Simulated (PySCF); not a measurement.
# BOF (fluoro(oxo)borane) at M06-2X/6-311+G(d,p)

Wanted: a geometry optimisation of BOF (fluoro(oxo)borane). 

Program for the calculation: PySCF 2.14.0.

2 further runs of the same task are left out: 2 set aside as unsound or not needed.

**1. The system as given**

BOF: 3 atoms, total charge 0, spin state singlet. SMILES: `O=BF`. Geometry: relaxed at PBE0-D4/def2-TZVP. The run starts from this shape.

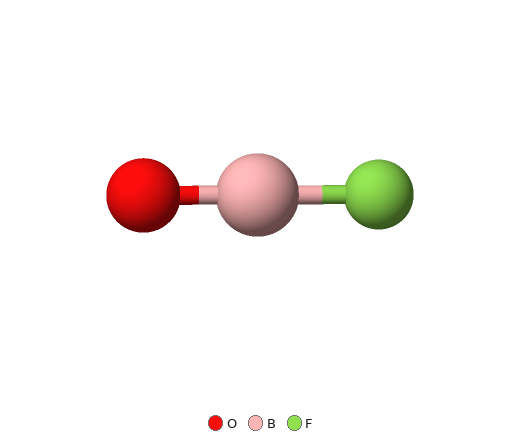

The structure, seen from a chosen angle (oxygen red, boron pink, fluorine green).

**2. A geometry optimisation at M06-2X/6-311+G(d,p)**

run.py reads:

```python
from pyscf import gto, dft
from pyscf.geomopt.geometric_solver import kernel as optimise

system = gto.M(
    atom='''
O      1.857790    -1.067884     0.906880
B      0.038361    -0.021921     0.018708
F     -1.896151     1.089994    -0.925588
''',
    unit='bohr',
    basis='6-311+g**',
    verbose=3,
    charge=0,
    max_memory=1860,
)

mf = dft.RKS(system, xc='m06-2x')
mf.conv_tol = 1e-10
mf.grids.level = 4
converged, mol_eq = optimise(mf, maxsteps=60, convergence_set='GAU_TIGHT')
print('converged:', converged)
print(mol_eq.tostring())

mf.reset(mol_eq)
system = mol_eq
mf.kernel()
if not mf.converged:
    mf = mf.newton().run(mf.mo_coeff, mf.mo_occ)
e_final = mf.e_tot
print('Final energy', e_final)
```

The run is started by

```sh
OMP_NUM_THREADS=1 python run.py
```

Standard output:

```text
convergence_set           GAU_TIGHT
[... 21 lines left out ...]
> Will converge when all 5 criteria are reached:
[... 21 lines left out ...]
Step    0 : Gradient = 7.993e-03/1.092e-02 (rms/max) Energy = -200.0000720221
[... 25 lines left out ...]
converged SCF energy = -200.000115452031
[... 33 lines left out ...]
converged SCF energy = -200.00011543596
[... 34 lines left out ...]
converged SCF energy = -200.000115446149
[... 33 lines left out ...]
converged SCF energy = -200.000115459187
[... 26 lines left out ...]
Converged! =D
[... 1 line left out ...]
converged: True
O           0.98396022       -0.56695361        0.47662012
B           0.02412395       -0.01736666        0.00783263
F          -1.00283723        0.57034858       -0.49399044
converged SCF energy = -200.000115459464
Final energy -200.00011545946438
```

Wall time 88 s (1 thread of Intel Xeon Platinum 8175M at 2.50GHz (Skylake/Cascade Lake), shared host); peak memory 0.68 GiB.

Step by step:

```
step  energy from the first frame kept (eV)  largest force (eV/Å)
   0                                 0.0000                0.5616
   1                                -0.0011                0.0918
   2                                -0.0012                0.0067
   3                                -0.0012                0.0082
   4                                -0.0012                0.0083
   5                                -0.0012                0.0072
   6                                -0.0012                0.0062
   7                                -0.0012                0.0050
   8                                -0.0012                0.0030
   9                                -0.0012                0.0020
```

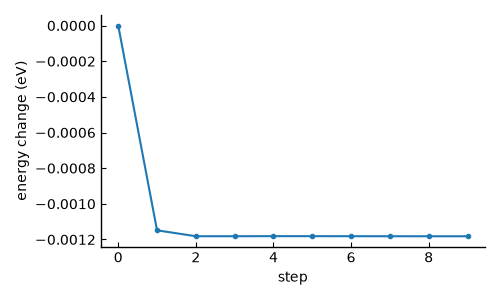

Energy along the run.

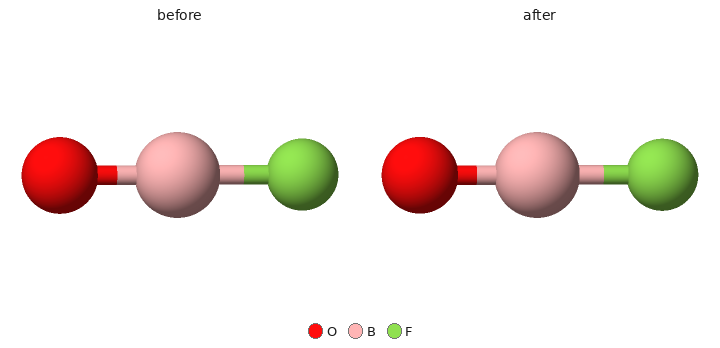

Before and after, at one scale.

After the run. Bond lengths: O1–B2 1.201 Å, B2–F3 1.285 Å. Angles: O1–B2–F3 180.0°.

**3. Results**

Level: M06-2X/6-311+G**.

```
               quantity          value
total energy at the end  -200.00012 Eh
          dipole moment         2.11 D
            HOMO energy      -12.04 eV
            LUMO energy       -0.55 eV
          HOMO–LUMO gap       11.49 eV
```

**Reading.** At the final geometry: Bond lengths: O1–B2 1.201 Å, B2–F3 1.285 Å. Angles: O1–B2–F3 180.0°. The optimisation took 9 steps and changed the energy by -0.001 eV. Mulliken charges run from -0.25 on O1 to +0.30 on B2; in a basis this large or diffuse they mean little.
